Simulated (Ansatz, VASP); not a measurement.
# AlRu in two plane-wave programs

One calculation is typed for both programs; each brings its own data sets and cutoff. How far apart do they land?

Calculated with Ansatz 0.2.0; plane waves, with VASP 6.6.1 beside it; single point at PBEsol.

### 1. The starting structure

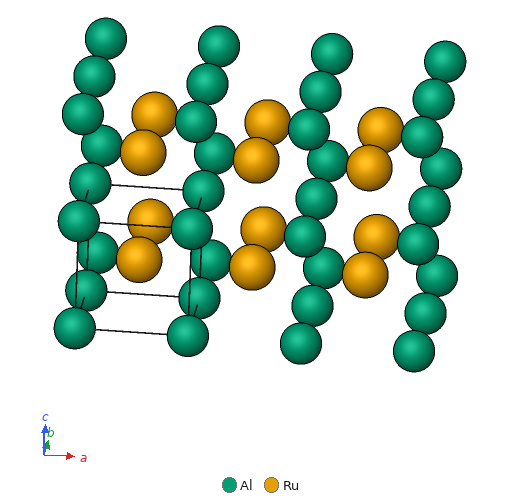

The starting structure, seen slightly off an axis (aluminium teal, ruthenium orange). 3×2×2 cells are drawn. Some periodic images of atoms are drawn too.

### 2. Ansatz: single point, PBEsol

Ansatz runs on its default PAW (the set named soft_2) files.

A single point gives forces, pressure and levels at one fixed geometry, so differences don't come from the geometry; what else differs is listed under the comparison.

Input file input.yaml:

```yaml
crystal:
  lattice:
    - [2.9916, 0.0, 0.0]
    - [0.0, 2.9916, 0.0]
    - [0.0, 0.0, 2.9916]
  atoms:
    - { symbol: Al, position: [0.0, 0.0, 0.0] }
    - { symbol: Ru, position: [0.5, 0.5, 0.5] }
hamiltonian:
  xc: pbesol
  pseudopotentials: { kind: paw }
kpoints:
  mp_grid: { grid: [8, 8, 8] }
scf:
  occupations: { method: fermi_dirac, width: 0.05 }
  n_extra_bands: 4
output:
  forces: true
  stress: true
  eigenvalues: true
```

Started as:

```console
$ ansatz run input.yaml --threads 2 --pin off --max-ram 4608MiB --backend cpu --events-out ev --progress --plain --runs-dir out
```

Numbers of over 12 decimals in the logs are rounded to 6 here.

The program printed:

```text
scf.n_extra_bands = 4 over 10 filled bands (N_el = 19.0): the run solves 14 bands
Engine: ansatz 0.2.0, aarch64-unknown-linux-gnu
Pseudopotentials: kind: paw
Pseudopotential: Al, paw, valence charge 3, recommended cutoff 420 eV (normal), Al.paw.azcp
Pseudopotential: Ru, paw, valence charge 16, recommended cutoff 420 eV (normal), Ru.paw.azcp
Functional definition: PBEsol
  exchange = pbesol_x
  correlation = pbesol_c
Crystal: 2 atoms, lattice volume = 26.774 Å³
Basis set: ecut = 420 eV, 485 PW (Γ), exchange–correlation on 40×40×40 points (8 copies of the dense FFT grid, shifted against one another)
Bands: 14, of which v1, the nominal top of the filled ones, is band 10 counted from 1 (9 counted from 0)
Symmetry: 48 space group operations
Space group: Pm-3m (ITA 221), of the structure as read, at distance tolerance 3.0e-5 Å
k-points: 35 of 512
Non-local potential: Al, projectors of the file, l = 0: 2, l = 1: 2, l = 2: 1
Non-local potential: Ru, projectors of the file, l = 0: 3, l = 1: 2, l = 2: 2, l = 3: 1
PAW form: soft (Blöchl's): semilocal exchange-correlation on the pseudo side does not see the compensation charge
PAW frozen core: Al, regenerated for the run's functional, and the local potential with it (the file was generated under x = pbe(κ = 0.804, μ = 0.219515), c = pbe(β = 0.066725))
PAW frozen core: Ru, regenerated for the run's functional, and the local potential with it (the file was generated under x = pbe(κ = 0.804, μ = 0.219515), c = pbe(β = 0.066725))
PAW one-centre angular grid: Al, 110 points (default); XC on 64 Gauss nodes
PAW one-centre angular grid: Ru, 590 points (default); XC on 64 Gauss nodes
Initial density: superposition of atomic densities (neutral atoms: chi_scale 0, normalization atom), corrected by the library's trained network
Initial wavefunctions: pseudopotential atomic-orbital guess
Functional: x = pbesol(κ = 0.804, μ = 0.123457), c = pbesol(β = 0.046)
SCF iter   1: F=—  HF=-6342.276156 eV  |F-HF|=—  |Δ(HF+E_count)|=         —  Δρ=7.68e-3  dr2=1.87e-2  ethr=1.77e-3  ⟨swp⟩=5.3  Hψ=2673  notcnv=0
preconditioner: auto → none  [metal: Δε(μ)=0.040 eV  Ē_g=8.838 eV  σ=0.050 eV  W_gap=0.20  n_scr=6 (ndim 8)  ℏωp=23.8 eV  f_vac=0.000  D(μ)=2.63/eV (n_scr^D=32)  sad-step TF]
SCF iter   2: F=—  HF=-6342.273618 eV  |F-HF|=—  |Δ(HF+E_count)|=   2.54e-3  Δρ=4.42e-3  dr2=6.97e-3  ethr=9.86e-5  ⟨swp⟩=1.5  Hψ=801  notcnv=0  defer=2
SCF iter   3: F=—  HF=-6342.272207 eV  |F-HF|=—  |Δ(HF+E_count)|=   1.41e-3  Δρ=5.38e-4  dr2=9.03e-5  ethr=3.67e-5  ⟨swp⟩=2.2  Hψ=679  notcnv=0  defer=2
SCF iter   4: F=—  HF=-6342.272104 eV  |F-HF|=—  |Δ(HF+E_count)|=   1.03e-4  Δρ=1.06e-4  dr2=1.97e-6  ethr=4.75e-7  ⟨swp⟩=2.0  Hψ=648  notcnv=0  defer=2
iter 5 did not close the SCF: its close was put off for the readings that it lacked (scf_convergence_deferred on its scf_iter line)
SCF iter   5: F=-6342.272104 eV  HF=-6342.272104 eV  |F-HF|=4.47e-9  |Δ(HF+E_count)|=   7.31e-8  Δρ=6.29e-6  dr2=7.62e-9  ethr=1.04e-8  ⟨swp⟩=2.5  Hψ=774  notcnv=0  defer=2
SCF iter   6: F=-6342.272104 eV  HF=-6342.272104 eV  |F-HF|=7.28e-12  |Δ(HF+E_count)|=  3.58e-10  Δρ=4.90e-7  dr2=1.91e-11  ethr=4.01e-11  ⟨swp⟩=2.3  Hψ=1551  notcnv=0
SCF 1 converged in 6 iterations: F = -6342.272104 eV  dr2 = 1.91e-11
  greatest PAW one-centre occupation: 0.999 electrons in one spin orbital (limit 2), on the Ru atom at site 1 (counted from 0), in its partial waves of l = 0
SCF converged after 6 iterations
Free energy (F): -6342.272104 eV
Harris-Foulkes:  -6342.272104 eV  (|F-HF|=7.28e-12)
Internal energy: -6342.252391 eV  (E = F + TS)
E sigma→0 (E₀):  -6342.262247 eV
Entropy (-TS):   -0.019713 eV (-9.856 meV/atom)
Fermi energy:    16.051366 eV
--- Per-component energies (eV) ---
  E_band       = -121.427022
  E_kinetic    = 543.183362
  E_local      = -1799.534949  (includes V_loc(G=0)·N_el)
  E_nonlocal   = 356.636270
  E_hartree    = 638.092567
  E_xc         = -230.688560
  E_vxc        = -270.194865  (∫ρ·V_xc dr)
  E_paw        = -3855.389552  (= ΣΔE_a)
  E_vpaw       = -227.701746  (= ΣTr[D̂ρ^β])
  E_aug_tail   = -0.000190  (compensation charges beyond the density's cutoff)
  E_ewald      = -1994.823776
  E_core_change = 0.272435  (= ΣΔE_core)
  E_smearing   = -0.019713  (= −TS)
  E_closure    = -0.000000  (closes the sum)
  Σ components = -6342.272104   (vs F -6342.272104, Δ=0.00e0)
--- Forces (eV/Å), atoms counted from 1 ---
  atom   1  Al    -0.00000000     0.00000000    -0.00000000
  atom   2  Ru     0.00000000     0.00000000     0.00000000
  max |Σ_I F_I| component: 8.58e-30 eV/Å
--- Stress (GPa, compression-positive) ---
       -2.913921       0.000000       0.000000
       -0.000000      -2.913921      -0.000000
        0.000000       0.000000      -2.913921
  P = ⅓ Tr σ = -2.9139 GPa (-29.139 kbar)
--- Band table (eV; the first three rows and the last of 35) ---
  k-point 0: bands = [... 6 lower, 12.4090, 16.2004, 16.2004, 16.2004, 22.0561, 22.0561, 22.0561, 26.9486]
  k-point 1: bands = [... 6 lower, 12.5124, 15.8500, 15.8500, 16.2366, 20.8259, 22.6323, 22.6323, 26.3124]
  k-point 2: bands = [... 6 lower, 12.7793, 15.1640, 15.1640, 16.3257, 19.0954, 23.9987, 23.9987, 24.9953]
  k-point 34: bands = [... 6 lower, 11.3704, 17.6306, 17.6306, 18.5860, 20.0896, 20.0896, 20.0896, 24.5706]
```

Run time: 1 s. Hardware: 2 threads of Arm Neoverse N1, shared host; peak memory 0.27 GiB.

The run ends at a pressure of -2.91 GPa.

### 3. VASP: single point, PBEsol

The same cell, functional, mesh and smearing now go to VASP, with its own data sets and cutoff.

Lines of VASP's logs that name or quote its potential files are left out, and so is its time.

Input file INCAR:

```
SYSTEM = AlRu
PREC = Accurate
ENCUT = 400
EDIFF = 1E-06
NELM = 100
ISMEAR = -1
SIGMA = 0.05
LREAL = .FALSE.
ALGO = Normal
GGA = PS
NBANDS = 14
LASPH = .TRUE.
LORBIT = 11
LWAVE = .FALSE.
LCHARG = .TRUE.
ISIF = 2
LELF = .TRUE.
LVHAR = .TRUE.
```

Input file POSCAR:

```
AlRu
1.0
    2.9916000000      0.0000000000      0.0000000000
    0.0000000000      2.9916000000      0.0000000000
    0.0000000000      0.0000000000      2.9916000000
Al Ru
1 1
Direct
    0.0000000000      0.0000000000      0.0000000000
    0.5000000000      0.5000000000      0.5000000000
```

Input file KPOINTS:

```
Automatic mesh
0
Gamma
8 8 8
0 0 0
```

The projector-augmented-wave data sets are Al and Ru_pv (PBE family, release 64).

Started as:

```console
$ mpirun -np 2 vasp_std
```

The program printed:

```text
[banner, memory and clock lines left out]
running    2 mpi-ranks, on    1 nodes
 distrk:  each k-point on    2 cores,    1 groups
 distr:  one band on    1 cores,    2 groups

 POSCAR found type information on POSCAR AlRu
 POSCAR found :  2 types and       2 ions
|                                                                             |
|               ----> ADVICE to this user running VASP <----                  |
|                                                                             |
|     You enforced a specific xc type in the INCAR file but a different       |
|     [... a line on the potential file left out ...]
|     I HOPE YOU KNOW WHAT YOU ARE DOING!                                     |
|                                                                             |

 LDA part: xc-table for (Slater+PW92), standard interpolation
 POSCAR, INCAR and KPOINTS ok, starting setup
 FFT: planning ... GRIDC
 FFT: planning ... GRID_SOFT
 FFT: planning ... GRID
 WAVECAR not read
 entering main loop
       N       E                     dE             d eps       ncg     rms          rms(c)
DAV:   1     0.858629494363E+02    0.85863E+02   -0.81325E+03  1068   0.904E+02
DAV:   2    -0.149146388988E+02   -0.10078E+03   -0.96226E+02  1070   0.274E+02
DAV:   3    -0.162704782506E+02   -0.13558E+01   -0.13475E+01  1172   0.340E+01
DAV:   4    -0.162824176818E+02   -0.11939E-01   -0.11938E-01  1212   0.316E+00
DAV:   5    -0.162826281821E+02   -0.21050E-03   -0.21050E-03  1294   0.350E-01    0.132E+01
DAV:   6    -0.156018920918E+02    0.68074E+00   -0.31535E+00   992   0.202E+01    0.252E+00
DAV:   7    -0.155025464467E+02    0.99346E-01   -0.28216E-01  1040   0.625E+00    0.217E+00
DAV:   8    -0.154845099878E+02    0.18036E-01   -0.23397E-02  1190   0.123E+00    0.225E-01
DAV:   9    -0.154842997128E+02    0.21028E-03   -0.84613E-04  1214   0.180E-01    0.148E-01
DAV:  10    -0.154842874755E+02    0.12237E-04   -0.45802E-05  1194   0.784E-02    0.194E-02
DAV:  11    -0.154842851655E+02    0.23100E-05   -0.55053E-06  1202   0.275E-02    0.764E-03
DAV:  12    -0.154842846832E+02    0.48234E-06   -0.10098E-07   754   0.315E-03
   1 F= -.15484285E+02 E0= -.15474410E+02  d E =-.197489E-01
```

OUTCAR, selected parts (step 3):

```text
ion  position               nearest neighbor table
   1  0.000  0.000  0.000-   2 2.59   2 2.59   2 2.59   2 2.59   2 2.59   2 2.59   2 2.59   2 2.59

  LATTYP: Found a simple cubic cell.
 ALAT       =     2.9916000000

 Subroutine GETGRP returns: Found 48 space group operations
 (whereof 48 operations were pure point group operations)

The static configuration has the point symmetry O_h .

 Found     35 irreducible k-points:

   k-points           NKPTS =     35   k-points in BZ     NKDIM =     35   number of bands    NBANDS=     14

   dimension x,y,z NGX =    20 NGY =   20 NGZ =   20
   dimension x,y,z NGXF=    40 NGYF=   40 NGZF=   40

   ENCUT  =  400.0 eV  29.40 Ry    5.42 a.u.   4.88  4.88  4.88*2*pi/ulx,y,z

   NELECT =      17.0000    total number of electrons

 k-points in reciprocal lattice and weights: Automatic mesh
   0.00000000  0.00000000  0.00000000       0.002
   0.12500000  0.00000000  0.00000000       0.012
   0.25000000  0.00000000  0.00000000       0.012
   0.37500000  0.00000000  0.00000000       0.012
   0.50000000  0.00000000  0.00000000       0.006
   0.12500000  0.12500000  0.00000000       0.023
   0.25000000  0.12500000  0.00000000       0.047
   0.37500000  0.12500000  0.00000000       0.047
   0.50000000  0.12500000  0.00000000       0.023
[...]
0.50000000  0.50000000  0.37500000       0.012
   0.50000000  0.50000000  0.50000000       0.002

 average (electrostatic) potential at core
       1 -68.3016       2 -67.9988

 E-fermi :  10.6581

 k-point     1 :       0.0000    0.0000    0.0000
  band No.  band energies     occupation
    ...
      2     -31.0866      2.00000
      3     -31.0866      2.00000
      4       0.9123      2.00000
      5       7.0157      2.00000
      6       7.0157      2.00000
      7      10.8080      0.09495
      8      10.8080      0.09495
      9      10.8080      0.09495
     10      16.6689      0.00000
     11      16.6689      0.00000
    ...

 k-point     2 :       0.1250    0.0000    0.0000
  band No.  band energies     occupation
    ...
      4       1.2109      2.00000
      5       7.1073      2.00000
      6       7.1191      2.00000
      7      10.4575      1.96442
      8      10.4575      1.96442
      9      10.8441      0.04730
     10      15.4367      0.00000
     11      17.2468      0.00000
     12      17.2468      0.00000
     13      20.9605      0.00000
    ...

 k-point     3 :       0.2500    0.0000    0.0000
  band No.  band energies     occupation
    ...
      4       2.0657      2.00000
      5       7.1098      2.00000
      6       7.3863      2.00000
      7       9.7712      2.00000
      8       9.7712      2.00000
      9      10.9329      0.00817
     10      13.7032      0.00000
     11      18.6185      0.00000
     12      18.6185      0.00000
     13      19.6395      0.00000
    ...

  Total       -0.5454887     -0.5454887     -0.5454887      0.0000000      0.0000000     -0.0000000
  in kB      -32.6426750    -32.6426750    -32.6426750      0.0000000      0.0000000     -0.0000000
  external PRESSURE =     -32.6426750 kB  Pullay stress =       0.0000000 kB

  energy-cutoff  :      400.00
  volume of cell :       26.77
      direct lattice vectors                 reciprocal lattice vectors
     2.991600000  0.000000000  0.000000000     0.334269287  0.000000000  0.000000000
     0.000000000  2.991600000  0.000000000     0.000000000  0.334269287  0.000000000
     0.000000000  0.000000000  2.991600000     0.000000000  0.000000000  0.334269287

 POSITION                                       TOTAL-FORCE (eV/Angst)
 -----------------------------------------------------------------------------------
      0.00000      0.00000      0.00000         0.000000      0.000000      0.000000
      1.49580      1.49580      1.49580         0.000000      0.000000      0.000000
 -----------------------------------------------------------------------------------
    total drift:                               -0.000000      0.000000     -0.000000

  FREE ENERGIE OF THE ION-ELECTRON SYSTEM (eV)
  ---------------------------------------------------
  free  energy   TOTEN  =       -15.4842846832 eV

  energy  without entropy=      -15.4645358184  energy(sigma->0) =      -15.47441025

 total charge
# of ion       s       p       d       tot
------------------------------------------
    1        0.390   0.419   0.000   0.809
    2        0.334   6.244   6.213  12.791
--------------------------------------------------
tot          0.725   6.663   6.213  13.600

[... 3 further parts left out ...]
```

The run ends at a pressure of -3.26 GPa.

### 4. Side by side

Known differences besides the PAW data sets themselves: the data sets hold 19 valence electrons in Ansatz (default PAW (the set named soft_2) files) and 17 in VASP; the cutoff is 420 eV in Ansatz and 400 eV in VASP; Ansatz makes its cores anew for this functional, VASP keeps those of its PBE data sets. Total energies have different zeros and are not compared.

Both answers:

```
      quantity  Ansatz   VASP  difference
pressure (GPa)   -2.91  -3.26       +0.35
```

Ansatz's pressure holds a Pulay correction of 0.05 GPa; VASP's holds none.

### 5. Looking for the cause

An all-electron run, which needs no data sets, serves as referee.

```
                              run  difference in pressure (GPa)
                         as above                          0.35
Ansatz's all-electron LAPW method                          0.30
```

### 6. Summary of results

```
difference in pressure (single point, PBEsol) : 0.35 GPa
```

What this shows: The difference in pressure is 0.35 GPa (single point, PBEsol), within the 1 GPa picked in this series as the mark of a large difference. For single point, PBEsol: no further run halves the difference in pressure; only Ansatz's side was varied. The all-electron run, which needs no data set, lies 0.30 GPa from VASP and 0.049 GPa from Ansatz's PAW result, so it sides with Ansatz. How closely two codes agree says nothing of how well the functional describes the real material.

[Lines on the potential files, build, host, timing and source positions are cut from VASP's logs without a mark.]

[Logs are printed without paths, hosts, clocks, repeated set-up lines and the standing remarks that a program may print on its own settings, such as how far it seeks lower states.]

[Hosts, paths, dates, database ids (printed as entryN), source tags and the programs' standing remarks are cut or masked in the printed files.]
